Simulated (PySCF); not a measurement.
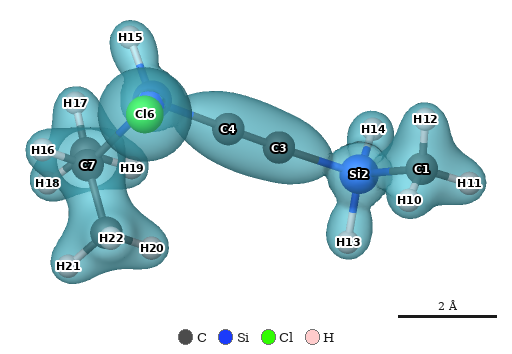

*C6H13ClSi2 (charge +1, doublet). Isosurface of the electron density at 0.6 e/Å³ (cyan), seen from one side.*

Geometry: GFN2-xTB.

The calculation used DFT single point, gas phase, functional PBE0 (PySCF).

Input file:

```
{"job": {"kind": "sp", "xc": "PBE0", "basis": "ma-def2-SVP", "d3": "d3bj", "grid": 2}, "charge": 1, "multiplicity": 2}
C      4.337693     0.245494     0.282539
Si     3.003764    -1.019211    -0.215562
C      1.387818    -0.084853    -0.400583
C      0.369089     0.563236    -0.525867
Si    -1.163996     1.561582    -0.728567
Cl    -1.255690     3.211141     0.379135
C     -2.534946     0.250877     0.105607
C     -2.608110    -0.975664    -0.750082
C     -2.153509     0.001703     1.532028
H      4.086106     0.722175     1.225746
H      5.298867    -0.246604     0.395931
H      4.437428     1.015716    -0.476959
H      2.738544    -1.953786     0.884534
H      3.262351    -1.619801    -1.522347
H     -1.623040     1.699296    -2.104296
H     -3.440992     0.853286     0.028221
H     -2.824853    -0.745181    -1.789675
H     -3.426241    -1.604315    -0.387022
H     -1.695631    -1.564241    -0.691328
H     -1.246722    -0.593513     1.610482
H     -2.958016    -0.562005     2.013352
H     -2.031555     0.922210     2.096590
```

Launched as:

```sh
OMP_NUM_THREADS=1 python redox_run.py task.json out
```

Q: Which contacts does the surface bridge?

A: At this value the surface falls into two separate pieces. It bridges the sampled C–C (1.21 Å), C–Si (1.84 Å), Si–Cl (1.99 Å) and C–H (1.09 Å) contacts, where the density stays above the isovalue. On the grid the lowest density along these lines, outside the cores, is 2.7 e/Å³ (C–C, 1.21 Å), 0.8 e/Å³ (C–Si, 1.84 Å), 0.72 e/Å³ (Si–Cl, 1.99 Å) and 1.8 e/Å³ (C–H, 1.09 Å).
